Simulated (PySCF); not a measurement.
Input file:

```
{"job": {"kind": "nmr", "xc": "PBE0", "basis": "pcSseg-1"}, "charge": 0, "multiplicity": 1}
C     -2.027120     1.308632     0.811356
C     -1.739825     0.183287     0.501420
C     -1.430483    -1.143265     0.146900
C     -0.253859    -1.515960    -0.371690
Si     1.183587    -0.348760    -0.703180
C      0.541165     1.183847    -1.561906
N      0.156652     2.120700    -2.097143
C      1.846694     0.303669     0.985019
O      2.949074     0.070864     1.405524
H     -2.270937     2.295141     1.072662
H     -2.225175    -1.861357     0.318282
H     -0.116535    -2.562401    -0.612675
H      2.243394    -0.942674    -1.513571
H      1.142692     0.907804     1.596835
```

Launched as:

```sh
OMP_NUM_THREADS=1 python probes_run.py task.json out
```

Geometry: GFN2-xTB.

Computed with PySCF 2.14.0, PBE0/pcSseg-1, SCF density, gas phase, non-relativistic.

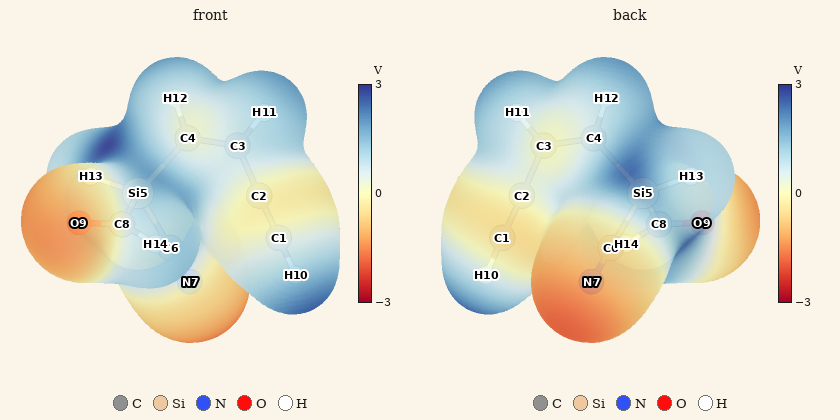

C$_{6}$H$_{5}$NOSi. The molecular electrostatic potential painted on the density surface at 0.004 e/bohr³, seen from the front and from behind; the colour scale runs from red (negative) to blue (positive).

Q: Describe the electrostatic potential map.

A: The most negative region (about −1.9 V) lies over N7, the most positive (about +2.6 V) over Si5 and H10. N7 is the likeliest acceptor of a hydrogen bond.

Q: What dipole moment does the calculation give?

A: Its dipole moment is 3.33 D.
